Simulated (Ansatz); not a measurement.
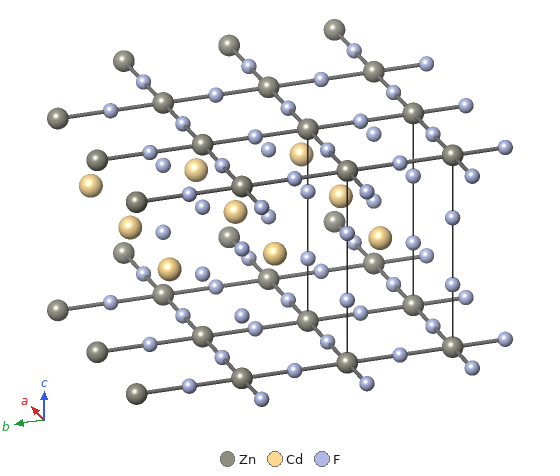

ZnCdF4 (space group P4/mmm, No. 123): coordinates from a relaxation with DFT PBE, scalar-relativistic, plane waves, PAW in Ansatz 0.2.0; the starting structure was generated, so it need not be a known form of this composition.

Bonds are taken as F–Zn below 2 Å. The graph is simplified in the usual way: terminal and isolated atoms are pruned, two-connected atoms become edges.

What kind of net remains, and which atoms are its nodes?

A uninodal 4-connected, two-periodic (layers) net: Zn is a 4-connected node. F(2f) becomes part of the edges. Cd and F(2g) drop out.

Does the net have a name?

It is the sql net, known from the square lattice.

How do the layers lie?

The layers lie parallel to (001).

Give the first six terms of the coordination sequence (nodes one, two, three … edges away).

Zn: 4, 8, 12, 16, 20, 24.

The simplified net, drawn on the atoms' positions. Nodes are coloured by element. One layer is drawn. Short stubs are edges that leave the cut-out.

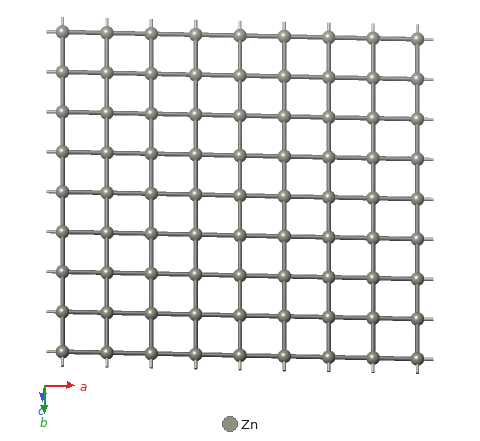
